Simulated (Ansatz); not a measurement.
The starting structures come from a database of crystals and need not be the phases stable at ambient conditions.

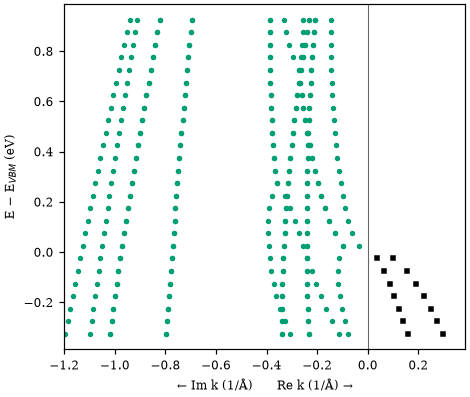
*Complex bands at the centre of the two-dimensional zone; PBEsol (Ansatz, an electronic-structure program)*

No gap correction and no spin-orbit coupling; mid-gap values are interpolated between computed energies.

Q: This is Li3As (P6_3/mmc, not sure to be the ambient phase, 8 atoms a cell, 15.8 Å³ an atom) along the normal of (111). Read off the slowest decay at the centre of the two-dimensional zone at 0.33 eV, the computed energy nearest the middle of the gap.

A: κ ≈ 0.11 1/Å, a decay length 1/(2κ) of the density of 4.4 Å.
